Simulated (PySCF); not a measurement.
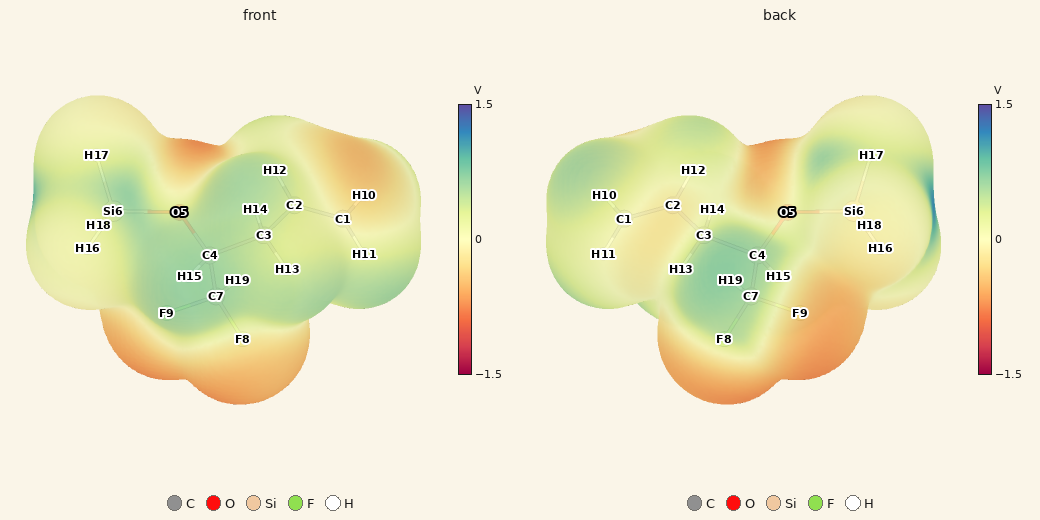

*C₅H₁₀F₂OSi. The molecular electrostatic potential painted on the density surface at 0.001 e/bohr³, seen from the front and from behind; red is negative and blue positive.*

Geometry: PBE0-D3(BJ)/def2-SVP.

Level of theory: PySCF, PBE0/pcSseg-1, SCF density, gas phase, non-relativistic.

Input file:

```
{"job": {"kind": "nmr", "xc": "PBE0", "basis": "pcSseg-1"}, "charge": 0, "multiplicity": 1}
C     -2.925167    -0.450397    -0.654164
C     -1.717841    -0.870112    -0.273575
C     -0.983154    -0.380030     0.934909
C      0.368717     0.244667     0.603872
O      1.156353    -0.684256    -0.083316
Si     2.822203    -0.644500    -0.267566
C      0.224868     1.504714    -0.231977
F     -0.477579     2.429653     0.456316
F      1.460610     2.015002    -0.471602
H     -3.411826    -0.851433    -1.547196
H     -3.475579     0.304643    -0.082681
H     -1.192281    -1.623791    -0.870870
H     -1.586657     0.352989     1.491346
H     -0.780865    -1.226822     1.612210
H      0.858768     0.564177     1.545541
H      3.433298     0.042979     0.910145
H      3.259845    -2.067538    -0.316429
H      3.230776     0.033599    -1.529836
H     -0.269778     1.322907    -1.200657
```

Command:

```sh
OMP_NUM_THREADS=1 python probes_run.py task.json out
```

Describe the electrostatic potential map.

Answer. The most negative region (about −0.7 V) lies over O5, F8 and F9, the most positive (about +1.0 V) over Si6.
